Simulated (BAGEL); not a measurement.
# Si2H5SF (SMILES F[SiH2]S[SiH3]) at HF/6-31G(d) (density fitting with qzvpp-jkfit, spherical functions)

What is the vertical singlet–triplet gap of Si2H5SF at HF/6-31G* (density fitting with qzvpp-jkfit, spherical functions)? 

The calculation is run with BAGEL 1.2.2.

3 further runs of the same task are left out: 1 that didn't finish, 2 set aside as unsound or not needed. Runs told in other sessions of the task aren't counted.

### Step 1. The system as given

The species is Si2H5SF (9 atoms), meant as a singlet with charge 0. SMILES: `F[SiH2]S[SiH3]`. The coordinates come from a PBE0-D4/def2-TZVP relaxation. This is one conformer, not always the lowest.

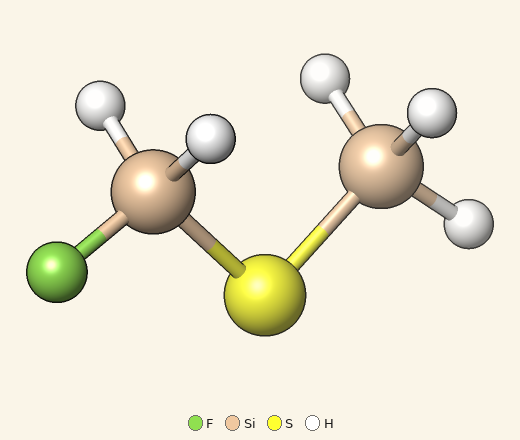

Viewed from a chosen angle; fluorine green, silicon light orange, sulfur yellow, hydrogen white.

### Step 2. The energy at HF/6-31G(d) (density fitting with qzvpp-jkfit, spherical functions)

The input, calc.json:

```json
{ "bagel": [

{
  "title": "molecule",
  "basis": "6-31gs.json",
  "df_basis": "qzvpp-jkfit",
  "angstrom": true,
  "geometry": [
    { "atom": "F", "xyz": [      -1.923200,       2.383400,       0.314600 ] },
    { "atom": "Si", "xyz": [      -0.638900,       1.443100,       0.227100 ] },
    { "atom": "S", "xyz": [      -1.346200,      -0.510100,      -0.209900 ] },
    { "atom": "Si", "xyz": [       0.556000,      -1.492900,      -0.229500 ] },
    { "atom": "H", "xyz": [       0.237200,       1.952600,      -0.853000 ] },
    { "atom": "H", "xyz": [       0.057400,       1.482200,       1.533800 ] },
    { "atom": "H", "xyz": [       1.232200,      -1.364200,       1.086200 ] },
    { "atom": "H", "xyz": [       1.437100,      -0.921900,      -1.279500 ] },
    { "atom": "H", "xyz": [       0.262700,      -2.914700,      -0.521000 ] }
  ]
},

{
  "title": "hf"
},

{
  "title": "print",
  "file": "orbitals.molden",
  "orbitals": true
}

]}
```

The basis set 6-31G* is read from a file made from the Basis Set Exchange's data (not shown).

On the command line:

```console
BAGEL_NUM_THREADS=1 BAGEL calc.json > calc.out
```

The program printed:

```text
* using 1 threads per process

  ===============================================================
  ===============================================================

  *** Geometry ***

  { "atom" : "F", "xyz" : [     -3.634321,      4.503973,      0.594508 ] },
  { "atom" : "Si", "xyz" : [     -1.207346,      2.727064,      0.429157 ] },
  { "atom" : "S", "xyz" : [     -2.543949,     -0.963949,     -0.396654 ] },
  { "atom" : "Si", "xyz" : [      1.050688,     -2.821172,     -0.433692 ] },
  { "atom" : "H", "xyz" : [      0.448243,      3.689879,     -1.611936 ] },
  { "atom" : "H", "xyz" : [      0.108470,      2.800952,      2.898462 ] },
  { "atom" : "H", "xyz" : [      2.328521,     -2.577964,      2.052621 ] },
  { "atom" : "H", "xyz" : [      2.715725,     -1.742139,     -2.417905 ] },
  { "atom" : "H", "xyz" : [      0.496431,     -5.507985,     -0.984547 ] },

  Number of auxiliary basis functions:      551

  Since a DF basis is specified, we compute 2- and 3-index integrals:
    o Being stored without compression. Storage requirement is 0.027 GB

  Number of basis functions:       78
  Number of electrons      :       58

    * METHOD: MOLECULE                             0.34

  *** RHF ***

  === Nuclear Repulsion ===
   282.7759411714

      * DIIS with orbital gradients will be used.

  === RHF iteration (6-31gs.json) ===
      0      -1077.63831932          0.01640481           0.10
      1      -1077.74658121          0.00997832           0.09
      2      -1077.79192918          0.00129023           0.09
      3      -1077.79331083          0.00027414           0.09
      4      -1077.79337487          0.00006346           0.09
      5      -1077.79338016          0.00001407           0.09
      6      -1077.79338047          0.00000442           0.09
      7      -1077.79338050          0.00000109           0.09
      8      -1077.79338050          0.00000036           0.09
      9      -1077.79338050          0.00000011           0.09
     10      -1077.79338050          0.00000002           0.09
     11      -1077.79338050          0.00000001           0.09
    * SCF iteration converged.

    * Permanent dipole moment:
           (   -1.062936,     0.224820,    -0.043979) a.u.

    * METHOD: HF                                   1.29

    * METHOD: PRINT                                0.02

  ===============================================================
```

Run time: 1.8 s. Hardware: 1 thread of Arm Neoverse V1, shared host; peak memory 0.13 GiB.

### Step 3. The triplet, same level

The input, job.json:

```json
{ "bagel": [

{
  "title": "molecule",
  "basis": "6-31gs.json",
  "df_basis": "qzvpp-jkfit",
  "angstrom": true,
  "geometry": [
    { "atom": "F", "xyz": [      -1.923200,       2.383400,       0.314600 ] },
    { "atom": "Si", "xyz": [      -0.638900,       1.443100,       0.227100 ] },
    { "atom": "S", "xyz": [      -1.346200,      -0.510100,      -0.209900 ] },
    { "atom": "Si", "xyz": [       0.556000,      -1.492900,      -0.229500 ] },
    { "atom": "H", "xyz": [       0.237200,       1.952600,      -0.853000 ] },
    { "atom": "H", "xyz": [       0.057400,       1.482200,       1.533800 ] },
    { "atom": "H", "xyz": [       1.232200,      -1.364200,       1.086200 ] },
    { "atom": "H", "xyz": [       1.437100,      -0.921900,      -1.279500 ] },
    { "atom": "H", "xyz": [       0.262700,      -2.914700,      -0.521000 ] }
  ]
},

{ "title": "rohf", "nopen": 2 },

{ "title": "print", "file": "orbitals.molden", "orbitals": true }

]}
```

The basis set 6-31G* is read from a file made from the Basis Set Exchange's data (not shown).

On the command line:

```console
BAGEL_NUM_THREADS=1 BAGEL job.json > job.out
```

The program printed:

```text
* using 1 threads per process

  ===============================================================
  ===============================================================

  *** Geometry ***

  { "atom" : "F", "xyz" : [     -3.634321,      4.503973,      0.594508 ] },
  { "atom" : "Si", "xyz" : [     -1.207346,      2.727064,      0.429157 ] },
  { "atom" : "S", "xyz" : [     -2.543949,     -0.963949,     -0.396654 ] },
  { "atom" : "Si", "xyz" : [      1.050688,     -2.821172,     -0.433692 ] },
  { "atom" : "H", "xyz" : [      0.448243,      3.689879,     -1.611936 ] },
  { "atom" : "H", "xyz" : [      0.108470,      2.800952,      2.898462 ] },
  { "atom" : "H", "xyz" : [      2.328521,     -2.577964,      2.052621 ] },
  { "atom" : "H", "xyz" : [      2.715725,     -1.742139,     -2.417905 ] },
  { "atom" : "H", "xyz" : [      0.496431,     -5.507985,     -0.984547 ] },

  Number of auxiliary basis functions:      551

  Since a DF basis is specified, we compute 2- and 3-index integrals:
    o Being stored without compression. Storage requirement is 0.027 GB

  Number of basis functions:       78
  Number of electrons      :       58

    * METHOD: MOLECULE                             0.32

  *** Open-shell HF ***

  === Nuclear Repulsion ===
   282.7759411714

      * DIIS with orbital gradients will be used.

  === ROHF iteration (6-31gs.json) ===
      0      -1077.34349941          0.03347581           0.18
      1      -1077.47084935          0.02306593           0.18
      2      -1077.51829607          0.01449436           0.18
      3      -1077.54706371          0.00172091           0.18
      4      -1077.55088037          0.00077298           0.17
      5      -1077.55253568          0.00058691           0.18
      6      -1077.55410402          0.00050241           0.18
      7      -1077.55639906          0.00033797           0.17
      8      -1077.55777743          0.00023902           0.17
      9      -1077.55873943          0.00030756           0.17
     10      -1077.55868696          0.00014877           0.18
     11      -1077.55897807          0.00023581           0.18
     12      -1077.55908345          0.00009110           0.18
     13      -1077.55920810          0.00008514           0.19
     14      -1077.55923753          0.00006046           0.19
     15      -1077.55931358          0.00004295           0.19
     16      -1077.55935392          0.00003304           0.19
     17      -1077.55936069          0.00001353           0.19
     18      -1077.55936217          0.00000640           0.19
     19      -1077.55936230          0.00000412           0.18
     20      -1077.55936209          0.00000267           0.18
     21      -1077.55936200          0.00000221           0.18
     22      -1077.55936217          0.00000192           0.18
     23      -1077.55936231          0.00000149           0.18
     24      -1077.55936232          0.00000107           0.18
     25      -1077.55936231          0.00000061           0.18
     26      -1077.55936225          0.00000024           0.18
     27      -1077.55936220          0.00000011           0.19
     28      -1077.55936221          0.00000006           0.19
     29      -1077.55936222          0.00000004           0.19
     30      -1077.55936221          0.00000002           0.19
     31      -1077.55936221          0.00000002           0.19
     32      -1077.55936221          0.00000001           0.19
     33      -1077.55936221          0.00000001           0.18
    * SCF iteration converged.

    * S^2 (ROHF) is 2.0000

    * Permanent dipole moment:
           (    0.368063,     0.942519,     0.214815) a.u.

    * METHOD: ROHF                                 6.41

    * METHOD: PRINT                                0.02

  ===============================================================
```

Run time: 6.9 s. Hardware: 1 thread of Arm Neoverse V1, shared host; peak memory 0.13 GiB.

### Step 4. Results

At HF/6-31G* (density fitting with qzvpp-jkfit, spherical functions):

```
                                        quantity           value
                           singlet: total energy  -1077.79338 Eh
                          singlet: dipole moment          2.76 D
                            singlet: HOMO energy       -10.45 eV
                            singlet: LUMO energy         2.94 eV
                          singlet: HOMO–LUMO gap        13.39 eV
                           triplet: total energy  -1077.55936 Eh
                          triplet: dipole moment          2.63 D
                                   triplet: ⟨S²⟩           2.000
vertical energy of the triplet above the singlet        6.368 eV
```

**Reading.** At this shape the triplet lies 6.37 eV (614 kJ/mol) above the singlet.
